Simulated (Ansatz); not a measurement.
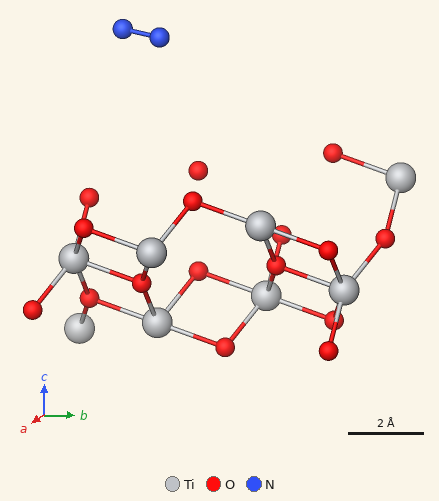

Starting frame of a dynamics run of N2 on TiO2(111) (26 atoms in the cell). A ball-and-stick model of the simulation cell, with the vacuum cut short, seen slightly off an axis. Bonds to atoms that aren't drawn are left out.

The calculation used DFT PBE, scalar-relativistic, plane waves, PAW (Ansatz 0.2.0).

Input file:
```yaml
crystal:
  lattice:
    - [5.352798, 0.0, 0.0]
    - [-2.676399, 9.888675, 0.0]
    - [0.0, 0.0, 18.050393]
  atoms:
    - { symbol: Ti, position: [0.0, 0.0, 0.0554005] }
    - { symbol: Ti, position: [0.6524699, 0.8049398, 0.1624552] }
    - { symbol: O, position: [0.9026128, 0.8052256, 0.0854001] }
    - { symbol: O, position: [0.5550827, 0.6101654, 0.1924548] }
    - { symbol: O, position: [0.7498571, 0.9997142, 0.1324556] }
    - { symbol: O, position: [0.3657005, 0.7314009, 0.0967707] }
    - { symbol: Ti, position: [0.2683133, 0.5366265, 0.1267703] }
    - { symbol: Ti, position: [0.3841566, 0.2683133, 0.0910854] }
    - { symbol: O, position: [0.170926, 0.3418521, 0.1567699] }
    - { symbol: O, position: [0.2867694, 0.0735388, 0.121085] }
    - { symbol: O, position: [0.4815438, 0.4630877, 0.0610858] }
    - { symbol: O, position: [0.6340137, 0.2680274, 0.1681406] }
    - { symbol: Ti, position: [0.5366265, 0.073253, 0.1981402] }
    - { symbol: Ti, position: [0.1890964, 0.8781928, 0.3051949] }
    - { symbol: O, position: [0.4392393, 0.8784786, 0.2281398] }
    - { symbol: O, position: [0.0917092, 0.6834184, 0.3351945] }
    - { symbol: O, position: [0.2864836, 0.0729672, 0.2751953] }
    - { symbol: O, position: [0.902327, 0.8046539, 0.2395104] }
    - { symbol: Ti, position: [0.8049398, 0.6098795, 0.26951] }
    - { symbol: Ti, position: [0.9207831, 0.3415663, 0.2338251] }
    - { symbol: O, position: [0.7075526, 0.4151051, 0.2995096] }
    - { symbol: O, position: [0.8233959, 0.1467919, 0.2638247] }
    - { symbol: O, position: [0.0181703, 0.5363407, 0.2038255] }
    - { symbol: O, position: [0.1706402, 0.3412805, 0.3108803] }
    - { symbol: "N", position: [0.4002263, 0.2769701, 0.5297455] }
    - { symbol: "N", position: [0.2987862, 0.163204, 0.5352855] }
basis:
  ecutwfc: 420.0
kpoints:
  mp_grid: { grid: [2, 1, 1] }
hamiltonian:
  xc: pbe
scf:
  occupations: { method: fermi_dirac, width: 0.05 }
  lower_state_search: "off"
md:
  timestep: 1.5
  n_steps: 260
  ensemble: nve
  initial_velocities: zero
  seed: 847166
  initial_site_velocities:
    - { site: 24, velocity: [0.002839, 0.0, -0.007799] }
    - { site: 25, velocity: [0.002839, 0.0, -0.007799] }
  constraints: [{ sites: [0, 2, 4, 5, 6, 7, 9, 10] }]
```

Command:
```bash
ansatz run input.yaml --threads 2 --pin off --max-ram 5120MiB --backend cpu --events-out ev --progress --plain --runs-dir out
```

Predict how the run goes.

The mean temperature in the second half is 1170 K (standard deviation 199 K). It is well above the start because potential energy is released as heat. The potential energy in the second half lies on average 101 meV per atom below the first frame. In the second half of the run the atoms are, in the root-mean-square, this far from where they began (common drift taken out): N 1.81 Å, O 0.64 Å, Ti 0.58 Å. That is a large part of the typical shortest distance between atoms in the first frame, about 1.9 Å and still growing: the atoms leave their places as in a liquid. The total energy stays between −1.5 and 0 meV per atom of its start. A straight-line fit has a slope that amounts to +0.038 meV per atom over 390 fs (under 0.1 % of the mean kinetic energy), and the ripple about it is 1.2 % of the kinetic energy's fluctuation. With a drift under 2 % and a ripple under 7 %, the integration is accurate.

Along the run (each row but the first and the last is the mean over the interval that it begins):

```
time (fs)  potential energy (meV/atom)  T (K)
      0.0                          0.0     43
     64.5                       -105.8   1218
    129.0                       -100.8   1161
    193.5                        -97.3   1122
    258.0                        -99.5   1148
    322.5                       -107.3   1234
    387.0                       -114.4   1315
```

The paths of the atoms:

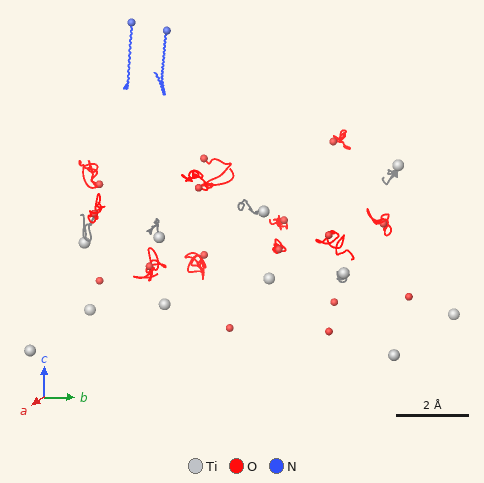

Limits of the set-up: the periodic images lie only 5.4 Å apart, so the values are limited by the cell's size.
